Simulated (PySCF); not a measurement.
**Ti(OH)2: singlet, from a PBE0 minimum start**

Aim: relax Ti(OH)2 as a singlet from a PBE0 minimum start, check by its vibrations whether the end is a minimum, and collect its spectrum and constants.

Program: PySCF 2.14.0. Level of theory: PBE0, basis Ti def2-TZVP, O def2-TZVP, H def2-TZVP, no relativity, density fitting. These are calculated values, not measurements.

### 1 The starting structure

5 atoms, charge 0, spin multiplicity 1.

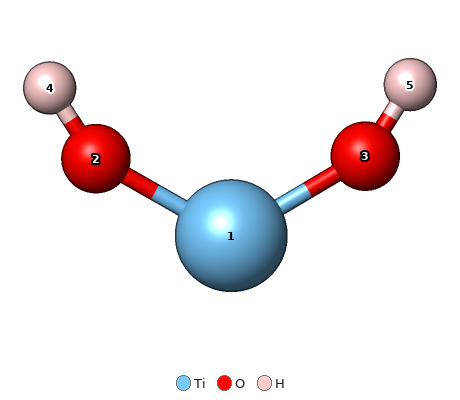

As it starts; titanium blue, oxygen red, hydrogen pink; atoms are numbered from 1 in the order of the file.

Coordinates in bohr (charge 0 multiplicity 1):
```
Ti   -0.7287    0.0000    0.0000
O     0.9376    2.8864    0.0000
O     0.9376   -2.8864    0.0000
H     2.4525    3.8653    0.0000
H     2.4525   -3.8653    0.0000
```

### 2 First SCF at the start

The steps below are one call of a driver around PySCF. For each, scf.py gives the equivalent set-up of the SCF; relaxations use the driver's own optimiser. After this first run the driver tries any further starts and a stability analysis.

Input file scf.py:

```python
from pyscf import gto, scf, dft
mol = gto.M(atom='''
Ti    -0.385590     0.000000    -0.000000
O      0.496160     1.527420    -0.000000
O      0.496160    -1.527420     0.000000
H      1.297790     2.045450     0.000000
H      1.297790    -2.045450    -0.000000''',
    basis={'Ti': 'def2-TZVP', 'O': 'def2-TZVP', 'H': 'def2-TZVP'},
    charge=0, spin=0)
mf = dft.RKS(mol, xc='PBE0')
mf.grids.atom_grid = (50, 194)
aux = {'Ti': 'def2-universal-JKFIT', 'O': 'def2-universal-JKFIT', 'H': 'def2-universal-JKFIT'}
mf = mf.density_fit(auxbasis=aux)
mf.conv_tol = 1e-08
mf.diis_space = 10
mf.max_cycle = 60
mf.init_guess = 'minao'
mf.verbose = 4
mf.kernel()
```

Command:

```sh
$ OMP_NUM_THREADS=4 python axn.py task.json out
```

Output, shortened:

```text
[... the frontier levels of the middle cycles are left out ...]
init E= -1000.73801359268
  HOMO = -0.166123952479996  LUMO = -0.127345635954756  gap/eV = 1.05521
cycle= 1 E= -1000.52129842806  delta_E= 0.217  |g|=  1.3  |ddm|= 1.87
  HOMO = -0.231294336004875  LUMO = -0.145600258413662  gap/eV = 2.33185
cycle= 2 E= -989.904455351218  delta_E= 10.6  |g|= 8.29  |ddm|=  2.9
  HOMO = -0.12713686720739  LUMO = -0.0355141010375139  gap/eV = 2.49318
cycle= 3 E= -1000.64789959622  delta_E= -10.7  |g|= 1.03  |ddm|= 2.49
cycle= 4 E= -1000.80208825115  delta_E= -0.154  |g|= 0.448  |ddm|= 0.953
cycle= 5 E= -1000.84010444775  delta_E= -0.038  |g|= 0.0939  |ddm|= 0.314
cycle= 6 E= -1000.84202307212  delta_E= -0.00192  |g|= 0.019  |ddm|= 0.0786
cycle= 7 E= -1000.8421295367  delta_E= -0.000106  |g|= 0.00708  |ddm|= 0.0255
cycle= 8 E= -1000.84219229537  delta_E= -6.28e-05  |g|= 0.00585  |ddm|= 0.0301
cycle= 9 E= -1000.84223294001  delta_E= -4.06e-05  |g|= 0.00167  |ddm|= 0.027
cycle= 10 E= -1000.84224877812  delta_E= -1.58e-05  |g|= 0.000712  |ddm|= 0.0265
cycle= 11 E= -1000.84224977785  delta_E= -1e-06  |g|= 0.000184  |ddm|= 0.00666
cycle= 12 E= -1000.84224982073  delta_E= -4.29e-08  |g|= 2.31e-05  |ddm|= 0.0016
cycle= 13 E= -1000.84224982086  delta_E= -1.25e-10  |g|= 2.04e-06  |ddm|= 2.39e-05
  HOMO = -0.161690436816137  LUMO = -0.0739469718752843  gap/eV = 2.38762
Extra cycle  E= -1000.84224982086  delta_E= 3.18e-12  |g|= 3.25e-06  |ddm|= 5.68e-06
converged SCF energy = -1000.84224982086
```

This step, with its further starts and checks, needed 5.3 s of wall time on 4 threads of Arm Neoverse N1, shared host.

No lower closed-shell solution turned up in the test of internal stability.

### 3 PBE0 minimum start, singlet: relaxation

The program finds C2v symmetry in the start, which this walk keeps. Threshold on the gradient: 0.0003 Eh/bohr, with a further test on the energy change.

scf.py, as its differences from that of step 2:

```diff
@@ -3,5 +3,5 @@
-Ti    -0.385590     0.000000    -0.000000
-O      0.496160     1.527420    -0.000000
-O      0.496160    -1.527420     0.000000
-H      1.297790     2.045450     0.000000
-H      1.297790    -2.045450    -0.000000''',
+Ti    -0.385587     0.000000     0.000000
+O      0.496163     1.527420     0.000000
+O      0.496163    -1.527420     0.000000
+H      1.297793     2.045450     0.000000
+H      1.297793    -2.045450     0.000000''',
@@ -17 +16,0 @@
-mf.init_guess = 'minao'
```

Energy and gradient, step by step:

| step | energy (Eh) | change (kJ/mol) | largest symmetric gradient (Eh/bohr) |
| --- | --- | --- | --- |
| 0 | -1000.842250 | 0.00 | 0.00019 |

The walk took 1.4 s.

It settles in C2v symmetry, 0.0 kJ/mol below the start, after 0 steps: O–H 0.954 Å (×2), Ti–O 1.764 Å (×2); H–O–Ti 152.9° (×2), O–Ti–O 120.0°.

### 4 Hessian and properties

The point is checked on the finer grid, and tightened if its gradient asks for it. The Hessian and the dipole derivatives come from central differences of analytic gradients, with steps of 0.02 bohr.

scf.py, as its differences from that of step 3:

```diff
@@ -3,5 +3,5 @@
-Ti    -0.385587     0.000000     0.000000
-O      0.496163     1.527420     0.000000
-O      0.496163    -1.527420     0.000000
-H      1.297793     2.045450     0.000000
-H      1.297793    -2.045450     0.000000''',
+Ti    -0.386993     0.000000     0.000000
+O      0.496535     1.526306     0.000000
+O      0.496535    -1.526306     0.000000
+H      1.298126     2.044397     0.000000
+H      1.298126    -2.044397     0.000000''',
@@ -11 +11 @@
-mf.grids.atom_grid = (50, 194)
+mf.grids.atom_grid = (75, 302)
@@ -14 +14 @@
-mf.conv_tol = 1e-08
+mf.conv_tol = 1e-10
```

This SCF starts from the last density.

Log of the central SCF (cycles and frontier levels):

```text
init E= -1000.84229250788
  HOMO = -0.161645633158038  LUMO = -0.0738414694199056  gap/eV = 2.38927
cycle= 1 E= -1000.84229250786  delta_E= 2.11e-11  |g|= 1.23e-05  |ddm|= 1.37e-05
  HOMO = -0.16164212995082  LUMO = -0.0738374576032369  gap/eV = 2.38929
cycle= 2 E= -1000.84229250759  delta_E= 2.64e-10  |g|= 3.75e-05  |ddm|= 3.9e-05
  HOMO = -0.161644670877038  LUMO = -0.0738403906636664  gap/eV = 2.38928
cycle= 3 E= -1000.84229250788  delta_E= -2.93e-10  |g|= 7.76e-07  |ddm|= 2.9e-05
  HOMO = -0.161644712089924  LUMO = -0.0738404475520981  gap/eV = 2.38928
cycle= 4 E= -1000.84229250788  delta_E= 9.09e-13  |g|= 3.31e-07  |ddm|= 8.83e-07
  HOMO = -0.161644621577281  LUMO = -0.0738403590523826  gap/eV = 2.38928
Extra cycle  E= -1000.84229250788  delta_E= 2.96e-12  |g|= 5.76e-07  |ddm|= 1.31e-06
converged SCF energy = -1000.84229250788
```

The whole step took 52 s.

Geometry: C2v; O–H 0.954 Å (×2), Ti–O 1.764 Å (×2); H–O–Ti 152.9° (×2), O–Ti–O 119.9°.

Harmonic modes (main isotopes):

```tsv
symmetry	ω (cm⁻¹)	IR (km/mol)	μ (u)
a1	153	2.4	3.57
b1	302	323	1.25
a2	312	0.0	1.11
b2	365	162	1.16
a1	452	78.7	1.37
a1	759	178	8.02
b2	810	181	9.81
b2	3969	222	1.07
a1	3972	347	1.07
```

Every mode is real; the point is a minimum.

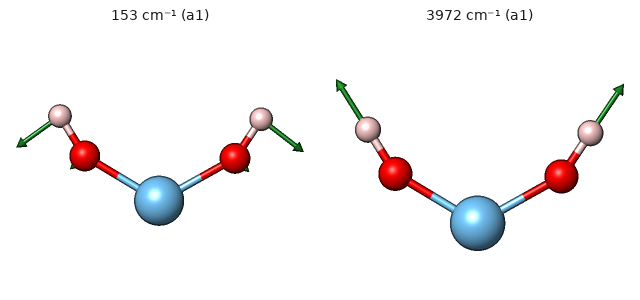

Displacements of 2 of the modes, as arrows (one member where a mode is degenerate).

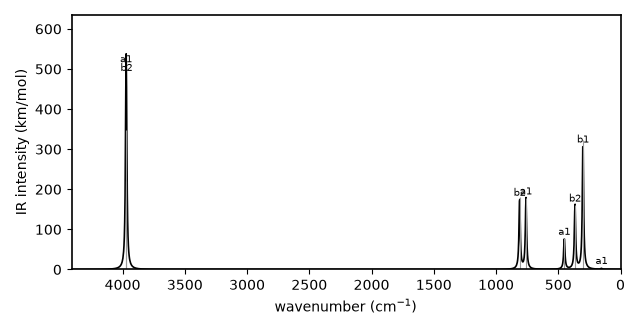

The harmonic infrared spectrum (widths in cm⁻¹). Lines are broadened to a width of 12 cm⁻¹ (Lorentzian).

Constants and moments:

```yaml
Dipole_moment: 0.83 D
Highest_occupied_level: -4.40 eV
Lowest_empty_level: -2.01 eV
Rotational_constants: 0.913, 0.2032, 0.1662 cm⁻¹
Zero-point_energy: 66.4 kJ/mol
Principal_polarisabilities: 56.9, 62.7, 75.3 bohr³
Atomisation_energy_without_zero-point_energy: 1732 kJ/mol
Principal_traceless_quadrupole_moments_about_the_centre_of_mass: -9.01, 1.19, 7.83 D Å
Entropy_at_298.15_K_and_1_bar: 288.6 J/(mol K)
Heat_capacity_Cp_at_298.15_K: 72.9 J/(mol K)
Enthalpy_at_298.15_K_above_0_K: 15.79 kJ/mol
Rotational_symmetry_number: 2
```

Charges (e) and bond orders:

```csv
atom,Mulliken,Löwdin,polar tensor,Mayer order to Ti1
Ti1,0.80,0.21,1.24,–
"O2,3",-0.74,-0.27,-1.00,1.12
"H4,5",0.34,0.17,0.38,0.01
```

Mulliken populations on Ti1: s 6.86, p 12.19, d 2.12, f 0.03.

### 5 A spin-polarised start

A stability analysis found the closed shell of the lowest minimum unstable towards spin polarisation, so the unrestricted solution is followed.

The program finds C2v symmetry in the start, which may break. The walk stops when the largest gradient is under 0.0003 Eh/bohr and the energy has settled too.

scf.py, as its differences from that of step 4:

```diff
@@ -3,5 +3,5 @@
-Ti    -0.386993     0.000000     0.000000
-O      0.496535     1.526306     0.000000
-O      0.496535    -1.526306     0.000000
-H      1.298126     2.044397     0.000000
-H      1.298126    -2.044397     0.000000''',
+Ti    -0.386323     0.000000     0.000000
+O      0.497205     1.526306     0.000000
+O      0.497205    -1.526306     0.000000
+H      1.298795     2.044397     0.000000
+H      1.298795    -2.044397     0.000000''',
@@ -10,2 +10,2 @@
-mf = dft.RKS(mol, xc='PBE0')
-mf.grids.atom_grid = (75, 302)
+mf = dft.UKS(mol, xc='PBE0')
+mf.grids.atom_grid = (50, 194)
@@ -14 +14 @@
-mf.conv_tol = 1e-10
+mf.conv_tol = 1e-08
```

Energy and gradient, step by step:

```
step   energy (Eh)  change (kJ/mol)  largest gradient (Eh/bohr)
   0  -1000.861912             0.00                     0.01755
   1  -1000.863834            -5.05                     0.00802
   2  -1000.866547           -12.17                     0.01618
   3  -1000.867424           -14.47                     0.01536
   4  -1000.868359           -16.93                     0.00929
   5  -1000.868968           -18.53                     0.00169
   6  -1000.869056           -18.76                     0.00324
   7  -1000.869170           -19.06                     0.00494
   8  -1000.869306           -19.41                     0.00433
   9  -1000.869538           -20.02                     0.00437
  10  -1000.869752           -20.59                     0.00758
  11  -1000.869823           -20.77                     0.00489
  12  -1000.869892           -20.95                     0.00487
  13  -1000.869995           -21.22                     0.00103
  14  -1000.870027           -21.31                     0.00065
  15  -1000.870037           -21.33                     0.00088
  16  -1000.870042           -21.35                     0.00087
  17  -1000.870051           -21.37                     0.00082
  18  -1000.870054           -21.38                     0.00036
  19  -1000.870054           -21.38                     0.00013
```

The walk took 3.6 min.

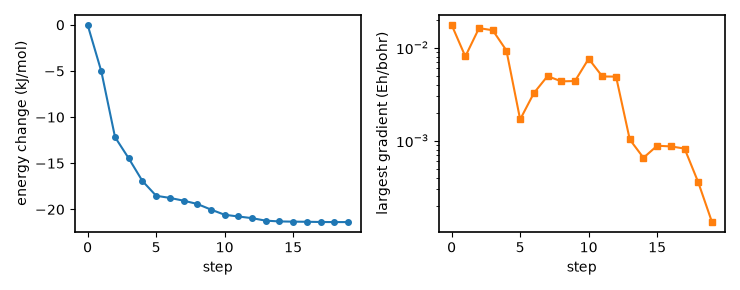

Energy and largest gradient along the walk.

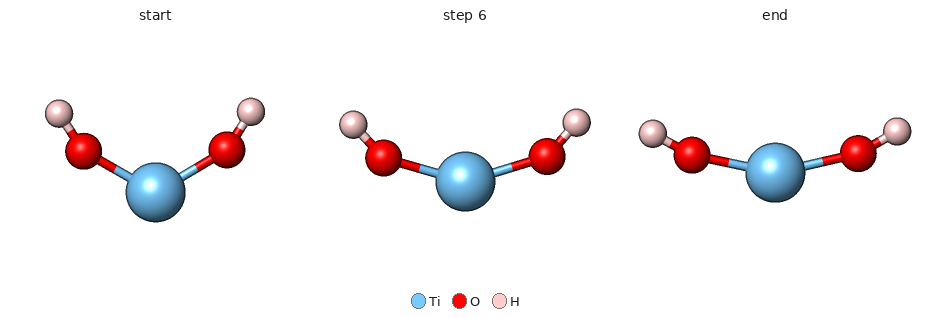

The geometry along the walk, at one scale.

It settles in C2v symmetry, 21.4 kJ/mol below the start, after 19 steps: O–H 0.953 Å (×2), Ti–O 1.812 Å (×2); H–O–Ti 163.4° (×2), O–Ti–O 155.3°.

### 6 Frequencies

The point was taken to the finer grid, but the Hessian ran out of time, so its nature is unknown.

### 7 What came out

| quantity | value |
| --- | --- |
| minimum | singlet, C2v (closed shell, unstable towards spin polarisation) |
| geometry | O–H 0.954 Å (×2), Ti–O 1.764 Å (×2); H–O–Ti 152.9° (×2), O–Ti–O 119.9° |
| wavenumbers (cm⁻¹) | 153 (a1), 302 (b1), 312 (a2), 365 (b2), 452 (a1), 759 (a1), 810 (b2), 3969 (b2), 3972 (a1) |
| dipole moment | 0.83 D |
| highest occupied, lowest empty level | -4.40, -2.01 eV |
| polar-tensor charge of Ti1 | +1.24 e |
| zero-point energy | 66.4 kJ/mol |

In words: The PBE0 minimum start keeps its C2v symmetry and ends in a minimum. The strongest infrared band lies at 3972 cm⁻¹ (a1). Other starts or spin states, not run here, may lie lower. A stability analysis at the minimum finds the closed shell unstable towards spin polarisation: an open-shell solution lies lower, and these values are not those of the lowest state.

The search up to here needed 6.2 min of wall time on 4 threads of Arm Neoverse N1, shared host.
